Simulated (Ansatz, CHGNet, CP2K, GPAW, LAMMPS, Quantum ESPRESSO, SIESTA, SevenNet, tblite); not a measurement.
**Running amorphous Hg33S25Se8 (66 atoms) with CP2K**

Aim: run amorphous Hg33S25Se8 (66 atoms) in CP2K and see how near its forces come to a plane-wave reference, and at what cost.

Program: CP2K 2026.2. Level of theory: the method is named at each step. Results are calculated unless marked as measured.

## (1) The starting structure

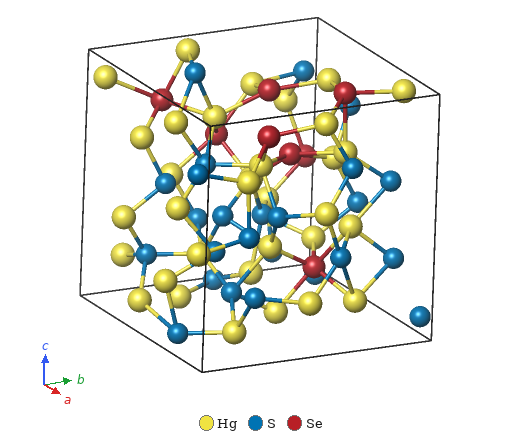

Start, viewed slightly off an axis; mercury yellow, sulfur blue, selenium red. Bonds to atoms that aren't drawn are left out. Some periodic images of atoms are drawn too.

The cell holds 66 atoms: 33 Hg, 25 S and 8 Se. Its edges and angles: a = 12.034 Å, b = 12.034 Å, c = 12.034 Å, α = 90.0°, β = 90.0°, γ = 90.0°. 66 atoms (33 Hg, 25 S, 8 Se) placed at random at 7.67 g/cm³, melted at 2500 K for 10 ps at fixed volume with the Stillinger-Weber II-VI potential (Zhou et al., Phys. Rev. B 88, 085309 (2013)). Quenched from 2500 K to 500 K at 10 K/ps and fixed volume, held 5 ps, then minimised at fixed cell.

The yardstick, on the same geometry:

- method: Kohn-Sham DFT, PBE, SSSP efficiency 1.3.0 pseudopotentials, plane waves (Quantum ESPRESSO 7.5); sssp-pbe-1.3.0-efficiency, cutoffs 45/360 Ry, Γ point
- r.m.s. force component: 0.3776 eV/Å
- longest force: 1.337 eV/Å
- pressure: -1.074 GPa
- time: 6.6 min on 4 MPI ranks of Arm Neoverse V2, shared host
- CPU time: 27 min

## (2) PBE, DZVP-MOLOPT-SR, 600/50 Ry, diagonalisation

Method: Kohn-Sham DFT, PBE, GTH-PBE pseudopotentials, Gaussian and plane waves, DZVP-MOLOPT-SR-GTH, diagonalisation.

input.inp reads:

```
&GLOBAL
  PROJECT cell
  RUN_TYPE ENERGY_FORCE
  PRINT_LEVEL LOW
&END GLOBAL
&FORCE_EVAL
  METHOD QS
  STRESS_TENSOR ANALYTICAL
  &DFT
    BASIS_SET_FILE_NAME BASIS_MOLOPT
    POTENTIAL_FILE_NAME GTH_POTENTIALS
    &MGRID
      CUTOFF 600
      REL_CUTOFF 50
      NGRIDS 5
    &END MGRID
    &QS
      EPS_DEFAULT 1.0E-12
    &END QS
    &SCF
      SCF_GUESS ATOMIC
      EPS_SCF 1.0E-06
      MAX_SCF 200
      ADDED_MOS 14
      &DIAGONALIZATION
        ALGORITHM STANDARD
      &END DIAGONALIZATION
      &SMEAR ON
        METHOD FERMI_DIRAC
        ELECTRONIC_TEMPERATURE [K] 580
      &END SMEAR
      &MIXING
        METHOD BROYDEN_MIXING
        ALPHA 0.3
        NBROYDEN 8
      &END MIXING
      &PRINT
        &RESTART OFF
        &END RESTART
      &END PRINT
    &END SCF
    &XC
      &XC_FUNCTIONAL PBE
      &END XC_FUNCTIONAL
    &END XC
    &PRINT
      &MULLIKEN ON
      &END MULLIKEN
      &HIRSHFELD ON
        SHAPE_FUNCTION DENSITY
      &END HIRSHFELD
      &MO ON
        EIGENVALUES T
        OCCUPATION_NUMBERS T
        MO_INDEX_RANGE 286 309
        &EACH
          QS_SCF 0
        &END EACH
        ADD_LAST NUMERIC
      &END MO
    &END PRINT
  &END DFT
  &SUBSYS
    &CELL
      A 12.03400 0.00000 0.00000
      B 0.00000 12.03400 0.00000
      C 0.00000 0.00000 12.03400
    &END CELL
    &TOPOLOGY
      COORD_FILE_NAME structure.xyz
      COORD_FILE_FORMAT XYZ
    &END TOPOLOGY
    &KIND Hg
      BASIS_SET DZVP-MOLOPT-SR-GTH-q12
      POTENTIAL GTH-PBE-q12
    &END KIND
    &KIND S
      BASIS_SET DZVP-MOLOPT-SR-GTH-q6
      POTENTIAL GTH-PBE-q6
    &END KIND
    &KIND Se
      BASIS_SET DZVP-MOLOPT-SR-GTH-q6
      POTENTIAL GTH-PBE-q6
    &END KIND
  &END SUBSYS
  &PRINT
    &FORCES ON
    &END FORCES
    &STRESS_TENSOR ON
    &END STRESS_TENSOR
  &END PRINT
&END FORCE_EVAL
```

structure.xyz reads:

```xyz
66

Hg 2.01762 7.60332 9.98834
Hg 11.46299 5.88944 2.42485
Hg 8.91021 9.27364 4.96535
Hg 4.48483 0.70062 1.08005
Hg 7.45242 5.85996 3.95425
Hg 10.41410 6.98429 10.73385
Hg 10.05296 9.01780 1.72832
Hg 10.81050 2.78009 8.54426
Hg 3.90720 4.22466 2.71824
Hg 10.73072 0.32119 5.31036
Hg 7.62354 5.13599 8.07108
Hg 0.20554 10.36537 8.27783
Hg 5.85659 1.54432 10.09111
Hg 5.61037 9.65404 11.04420
Hg 5.39677 10.18907 7.11221
Hg 6.72881 6.67406 0.44995
Hg 0.68594 0.56680 10.81183
Hg 7.02954 1.15490 6.31027
Hg 4.11575 6.54265 6.15864
Hg 1.01760 9.11660 3.88337
Hg 0.30963 2.00920 1.82291
Hg 11.37357 6.64794 6.67129
Hg 9.24019 11.65637 11.37839
Hg 3.09623 0.47161 4.73345
Hg 7.23604 0.52011 2.90669
Hg 2.91271 1.37862 8.45437
Hg 3.27421 7.17130 1.21315
Hg 8.34991 9.17147 8.42958
Hg 1.20713 3.92032 5.77596
Hg 8.80311 3.39214 0.51686
Hg 4.15787 4.50264 9.44801
Hg 5.07486 9.42515 3.19996
Hg 1.84662 4.22165 12.01571
S 2.77588 1.90414 2.63268
S 8.82056 11.35865 6.88321
S 7.35951 1.20280 0.28978
S 9.09650 5.32529 5.97344
S 2.00125 10.28859 10.26982
S 11.30209 11.79765 0.97596
S 3.17457 7.72089 3.96292
S 5.28593 4.49097 4.95536
S 7.84160 2.73918 4.23922
S 0.61650 6.67225 0.10855
S 5.44442 11.49307 4.77690
S 9.43730 11.30739 3.30803
S 4.61083 11.36238 9.27629
S 3.30658 2.49633 6.18475
S 1.60762 5.15657 3.59383
S 4.46329 3.21741 11.85830
S 5.95659 3.12475 7.87649
S 10.96261 7.69105 4.28615
S 6.62568 4.35426 1.65937
S 1.06128 9.45355 1.24769
S 10.83132 2.89791 5.80857
S 3.98205 10.16680 0.96946
S 10.42626 3.52825 2.66673
[... 6 atom lines left out ...]
Se 1.92063 5.84540 7.73702
Se 7.40308 8.24052 2.65145
Se 9.37160 4.55415 10.09833
Se 8.39564 9.01960 11.35733
```

On the command line:

```bash
$ OMP_NUM_THREADS=1 mpirun -np 4 cp2k.psmp -i input.inp > output.txt
```

Numbers of over 12 decimals in the logs are rounded to 6 here.

Log:

```text
CP2K| version string:                                       CP2K version 2026.2
 CP2K| Input file name                                                 input.inp
 GLOBAL| Basis set file name                                        BASIS_MOLOPT
 GLOBAL| Potential file name                                      GTH_POTENTIALS
 GLOBAL| Run type                                                   ENERGY_FORCE
 GLOBAL| Total number of message passing processes                             4
 GLOBAL| Number of threads for this process                                    1
 TOTAL NUMBERS AND MAXIMUM NUMBERS
  Total number of            - Atomic kinds:                                   3
                             - Atoms:                                         66
                             - Shell sets:                                    66
                             - Shells:                                       396
                             - Primitive Cartesian functions:                330
                             - Cartesian basis functions:                   1452
                             - Spherical basis functions:                   1254
  Maximum angular momentum of- Orbital basis functions:                        3
                             - Local part of the GTH pseudopotential:          0
                             - Non-local part of the GTH pseudopotential:      4
 SCF PARAMETERS         Density guess:                                    ATOMIC
                        max_scf:                                             200
                        eps_scf:                                        1.00E-06
                        added MOs                                        14    0
                        Mixing method:                            BROYDEN_MIXING
                                                charge density mixing in g-space
                        Smear method:                                FERMI_DIRAC
                        Electronic temperature [K]:                        580.0
                        Electronic temperature [a.u.]:                  1.84E-03
                        Accuracy threshold:                             1.00E-10
 Extrapolation method: initial_guess
 Number of electrons:                                                        594
 Number of occupied orbitals:                                                297
 Number of molecular orbitals:                                               311
 Number of orbital functions:                                               1254
 Number of independent orbital functions:                                   1254
 SCF WAVEFUNCTION OPTIMIZATION
  Step     Update method      Time    Convergence         Total energy    Change
     1 NoMix/Diag. 0.30E+00    2.8     1.25096962     -1690.3294143087 -1.69E+03
     2 Broy./Diag. 0.30E+00    3.6     0.59704394     -1692.2940090447 -1.96E+00
     3 Broy./Diag. 0.30E+00    3.6     0.51676417     -1690.6642886968  1.63E+00
     4 Broy./Diag. 0.30E+00    3.7     0.31249861     -1689.4277528341  1.24E+00
[...]
22 Broy./Diag. 0.30E+00    3.7     0.00000104     -1687.4535162008  6.00E-06
    23 Broy./Diag. 0.30E+00    3.7     0.00000087     -1687.4535087201  7.48E-06
  *** SCF run converged in    23 steps ***
  Electronic density on regular grids:       -594.0000000000        0.0000000000
  Core density on regular grids:              593.9999999991       -0.0000000009
  Total charge density on r-space grids:       -0.0000000009
  Total charge density g-space grids:          -0.0000000009
  Overlap energy of the core charge distribution:               8.32561e-09
  Self energy of the core charge distribution:              -3115.569166
  Core Hamiltonian energy:                                    893.517140
  Hartree energy:                                             802.746581
  Exchange-correlation energy:                               -268.141034
  Electronic entropic energy:                                  -0.00703069
  Fermi energy:                                                 0.157384
  Total energy:                                             -1687.453509
  Total energy (extrapolated to T->0):                      -1687.449993
 MO| EIGENVALUES AND OCCUPATION NUMBERS
 MO|
 MO|  Index      Eigenvalue [a.u.]        Eigenvalue [eV]             Occupation
 MO|    286               0.127808               3.477833               2.000000
 MO|    287               0.128891               3.507299               2.000000
 MO|    288               0.131040               3.565776               1.999999
[...]
MO|    308               0.197118               5.363841               0.000000
 MO|    309               0.198340               5.397093               0.000000
 MO| Sum:                                                             594.000000
 MO| E(Fermi):            0.157384 a.u.          4.282630 eV
 !-----------------------------------------------------------------------------!
                     Mulliken Population Analysis
 #  Atom  Element  Kind  Atomic population                           Net charge
       1     Hg       1         11.984927                              0.015073
       2     Hg       1         12.077158                             -0.077158
       3     Hg       1         11.893557                              0.106443
[...]
65     Se       3          6.116865                             -0.116865
      66     Se       3          6.095168                             -0.095168
 # Total charge                            594.000000                  0.000000
 !-----------------------------------------------------------------------------!
 !-----------------------------------------------------------------------------!
                           Hirshfeld Charges
  #Atom  Element  Kind  Ref Charge     Population                    Net charge
      1       Hg     1      12.000         11.778                         0.222
      2       Hg     1      12.000         11.772                         0.228
      3       Hg     1      12.000         11.789                         0.211
[...]
65       Se     3       6.000          6.213                        -0.213
     66       Se     3       6.000          6.212                        -0.212
  Total Charge                                                            0.000
 !-----------------------------------------------------------------------------!
 ENERGY| Total FORCE_EVAL ( QS ) energy [hartree]          -1687.453504
 FORCES| Atomic forces [hartree/bohr]
 FORCES|   Atom     x               y               z               |f|
 FORCES|      1 -5.96112138E-03  1.05790344E-02 -5.73667268E-03   1.34298306E-02
 FORCES|      2 -3.96022660E-03 -6.03518262E-03  1.86442359E-03   7.45539397E-03
 FORCES|      3 -2.06979993E-03  8.23211009E-03  4.17319213E-03   9.45871243E-03
[...]
FORCES|     65 -5.32333020E-03  3.27092427E-03  6.68611931E-03   9.15100985E-03
 FORCES|     66 -5.54091156E-03 -3.53007198E-03 -1.24221396E-02   1.40524967E-02
 FORCES| Sum     1.11383897E-05  2.83017206E-06 -2.48741966E-05
 FORCES| Total atomic force                                       2.74007163E-05
 STRESS| Analytical stress tensor [bar]
 STRESS|                        x                   y                   z
 STRESS|      x        2.08616474889E+03   3.50749564640E+03   1.90963636006E+03
 STRESS|      y        3.50749564640E+03  -2.79085315427E+03   2.71556549385E+03
 STRESS|      z        1.90963636006E+03   2.71556549385E+03   3.64331728406E+01
 STRESS| 1/3 Trace                                            -2.22751744181E+02
```

Elapsed: 99 s, on 4 MPI ranks of Arm Neoverse V2, shared host; peak memory 6.2 GiB; 6.6 min of CPU time.

Banners, paths, timers and routine set-up lines are dropped from the logs unmarked, and long logs keep their key lines alone; longer cuts are marked.

Compared with the plane-wave run:

| Quantity | Value |
| --- | --- |
| r.m.s. force component | 0.3819 eV/Å |
| r.m.s. difference of force components | 28.36 meV/Å |
| longest difference of force vectors | 105.6 meV/Å |
| force difference over r.m.s. force | 7.512 % |
| slope of forces against the reference's | 1.009 |
| correlation of force components | 0.9973 |
| pressure | -0.0223 GPa |
| pressure difference | 1.052 GPa |

Length of the force difference by element (eV/Å):

| element | atoms | mean | most |
| --- | --- | --- | --- |
| Hg | 33 | 0.053 | 0.11 |
| S | 25 | 0.035 | 0.073 |
| Se | 8 | 0.040 | 0.054 |

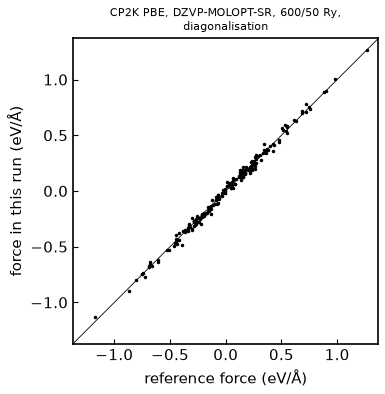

Force components against those of the reference; the line marks equality.

The surroundings of S54, picked at random, nearest first, numbered as they follow in the input and with coordinates relative to it.

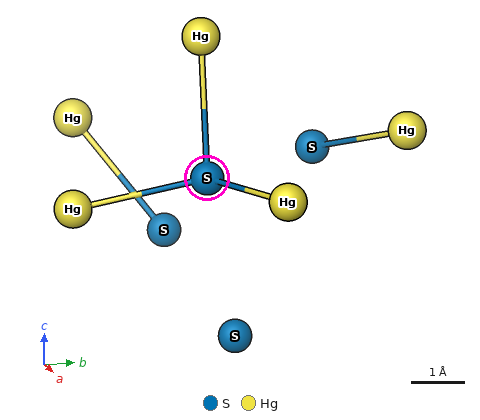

The atoms of the table, within 4.2 Å (arrows a, b, c point along x, y, z); some may hide others; the central atom is ringed.

| atom | x | y | z | distance (Å) | bonds | Hirshfeld charge (e) | Fx | Fy | Fz (eV/Å) |
| --- | --- | --- | --- | --- | --- | --- | --- | --- | --- |
| S54 | 0.00 | 0.00 | 0.00 | 0.00 | 3 | -0.20 | 0.23 | -0.36 | 0.90 |
| Hg29 | 2.41 | 1.02 | -0.03 | 2.62 | 4 | 0.22 | -0.35 | -0.62 | -0.37 |
| Hg10 | -0.10 | -2.58 | -0.50 | 2.63 | 4 | 0.23 | 0.16 | 0.78 | -0.23 |
| Hg8 | -0.02 | -0.12 | 2.74 | 2.74 | 4 | 0.21 | -0.23 | -0.06 | -0.78 |
| S37 | -1.73 | 2.43 | 0.16 | 2.99 | 3 | -0.23 | -0.04 | 0.16 | 0.19 |
| S56 | -0.41 | 0.63 | -3.14 | 3.23 | 3 | -0.19 | -0.12 | 0.00 | -1.13 |
| S42 | -2.99 | -0.16 | -1.57 | 3.38 | 2 | -0.19 | -0.66 | -0.90 | 0.28 |
| Hg22 | 0.54 | 3.75 | 0.86 | 3.89 | 4 | 0.23 | -0.08 | -0.48 | -0.28 |
| Hg18 | -3.80 | -1.74 | 0.50 | 4.21 | 4 | 0.24 | 0.54 | 0.72 | -0.21 |

Forces lie 7.5 % from the reference's, at 0.25 times its CPU time.

## (3) PBE, TZVP-MOLOPT (SR for Hg, Se), 600/50 Ry, diagonalisation

Method: Kohn-Sham DFT, PBE, GTH-PBE pseudopotentials, Gaussian and plane waves, TZVP-MOLOPT-GTH, diagonalisation.

Edit input.inp of step 2 so:

```diff
@@ -10,2 +10,3 @@
     BASIS_SET_FILE_NAME BASIS_MOLOPT
+    BASIS_SET_FILE_NAME BASIS_MOLOPT_UCL
     POTENTIAL_FILE_NAME GTH_POTENTIALS
@@ -68,8 +69,31 @@
     &END CELL
-    &TOPOLOGY
-      COORD_FILE_NAME structure.xyz
-      COORD_FILE_FORMAT XYZ
-    &END TOPOLOGY
+    &COORD
+      Hg 2.01762 7.60332 9.98834
+      Hg 11.46299 5.88944 2.42485
+      Hg 8.91021 9.27364 4.96535
+      Hg 4.48483 0.70062 1.08005
+      Hg 7.45242 5.85996 3.95425
+      Hg 10.41410 6.98429 10.73385
+      Hg 10.05296 9.01780 1.72832
+      Hg 10.81050 2.78009 8.54426
+      Hg 3.90720 4.22466 2.71824
+      Hg 10.73072 0.32119 5.31036
+      Hg 7.62354 5.13599 8.07108
+      Hg 0.20554 10.36537 8.27783
+      Hg 5.85659 1.54432 10.09111
+      Hg 5.61037 9.65404 11.04420
+      Hg 5.39677 10.18907 7.11221
+      Hg 6.72881 6.67406 0.44995
+      Hg 0.68594 0.56680 10.81183
+      Hg 7.02954 1.15490 6.31027
+      Hg 4.11575 6.54265 6.15864
+      Hg 1.01760 9.11660 3.88337
+[... 42 atom lines left out ...]
+      Se 1.92063 5.84540 7.73702
+      Se 7.40308 8.24052 2.65145
+      Se 9.37160 4.55415 10.09833
+      Se 8.39564 9.01960 11.35733
+    &END COORD
     &KIND Hg
-      BASIS_SET DZVP-MOLOPT-SR-GTH-q12
+      BASIS_SET TZVP-MOLOPT-SR-GTH-q12
       POTENTIAL GTH-PBE-q12
@@ -77,3 +101,3 @@
     &KIND S
-      BASIS_SET DZVP-MOLOPT-SR-GTH-q6
+      BASIS_SET TZVP-MOLOPT-GTH-q6
       POTENTIAL GTH-PBE-q6
@@ -81,3 +105,3 @@
     &KIND Se
-      BASIS_SET DZVP-MOLOPT-SR-GTH-q6
+      BASIS_SET TZVP-MOLOPT-SR-GTH-q6
       POTENTIAL GTH-PBE-q6
```

On the command line:

```bash
$ OMP_NUM_THREADS=2 cp2k.psmp -i input.inp > output.txt
```

Log:

```text
CP2K| version string:                                       CP2K version 2026.2
 CP2K| Input file name                                                 input.inp
 GLOBAL| Basis set file name                                        BASIS_MOLOPT
 GLOBAL| Potential file name                                      GTH_POTENTIALS
 GLOBAL| Run type                                                   ENERGY_FORCE
 GLOBAL| Total number of message passing processes                             1
 GLOBAL| Number of threads for this process                                    2
 TOTAL NUMBERS AND MAXIMUM NUMBERS
  Total number of            - Atomic kinds:                                   3
                             - Atoms:                                         66
[... lines left out ...]
                        Smear method:                                FERMI_DIRAC
[... lines left out ...]
 Number of electrons:                                                        594
[... lines left out ...]
  Step     Update method      Time    Convergence         Total energy    Change
[... lines left out ...]
  *** SCF run converged in    23 steps ***
[... lines left out ...]
  Fermi energy:                                                 0.155726
  Total energy:                                             -1687.617287
  Total energy (extrapolated to T->0):                      -1687.613703
[... lines left out ...]
 MO| E(Fermi):            0.155726 a.u.          4.237523 eV
[... lines left out ...]
 !-----------------------------------------------------------------------------!
 !-----------------------------------------------------------------------------!
                           Hirshfeld Charges
  #Atom  Element  Kind  Ref Charge     Population                    Net charge
      1       Hg     1      12.000         11.779                         0.221
      2       Hg     1      12.000         11.768                         0.232
      3       Hg     1      12.000         11.787                         0.213
[...]
65       Se     3       6.000          6.211                        -0.211
     66       Se     3       6.000          6.207                        -0.207
  Total Charge                                                            0.000
 !-----------------------------------------------------------------------------!
 ENERGY| Total FORCE_EVAL ( QS ) energy [hartree]          -1687.617292
 FORCES| Atomic forces [hartree/bohr]
 FORCES|   Atom     x               y               z               |f|
 FORCES|      1 -6.01885405E-03  1.02159191E-02 -5.53113211E-03   1.30837697E-02
 FORCES|      2 -3.37861226E-03 -6.02367175E-03  1.96813421E-03   7.18144794E-03
 FORCES|      3 -2.02646173E-03  8.01640637E-03  3.93073698E-03   9.15532695E-03
[...]
FORCES|     65 -5.28760244E-03  3.08626015E-03  6.63422646E-03   9.02755239E-03
 FORCES|     66 -5.43246109E-03 -3.68323584E-03 -1.19875997E-02   1.36667628E-02
 FORCES| Sum     1.32923750E-05 -2.41950604E-06 -2.28971591E-05
 FORCES| Total atomic force                                       2.65861080E-05
 STRESS| Analytical stress tensor [bar]
 STRESS|                        x                   y                   z
 STRESS|      x        2.17608294273E+03   3.39117907160E+03   2.03882435194E+03
 STRESS|      y        3.39117907160E+03  -2.43153349860E+03   2.76060435643E+03
 STRESS|      z        2.03882435194E+03   2.76060435643E+03   3.81786444660E+02
 STRESS| 1/3 Trace                                             4.21119629307E+01
```

Run time: 4.3 min. Hardware: 2 threads; peak memory 4.2 GiB.

Against the reference:

```yaml
r_m_s_force_component: 0.3736 eV/Å
r_m_s_difference_of_force_components: 25.51 meV/Å
longest_difference_of_force_vectors: 104 meV/Å
force_difference_over_r_m_s_force: 6.755 %
slope_of_forces_against_the_reference_s: 0.9873
correlation_of_force_components: 0.9978
pressure: 0.0042 GPa
pressure_difference: 1.078 GPa
```

Against the first run (7.5 %), the force difference from the reference is 6.8 %, at 1.2 times the CPU time (on 2 against 4 cores), with 1683 basis functions against 1254: the larger basis brings the forces nearer.

(Part 1 of 2 ends here.)

[Also dropped from logs without a mark: logging warnings of Python, and SIESTA's first energy breakdown and zero terms.]

[Logs are printed without paths, hosts, clocks, repeated set-up lines and the standing remarks that a program may print on its own settings, such as how far it seeks lower states.]

[Hosts, paths, dates, database ids (printed as entryN), source tags and the programs' standing remarks are cut or masked in the printed files.]
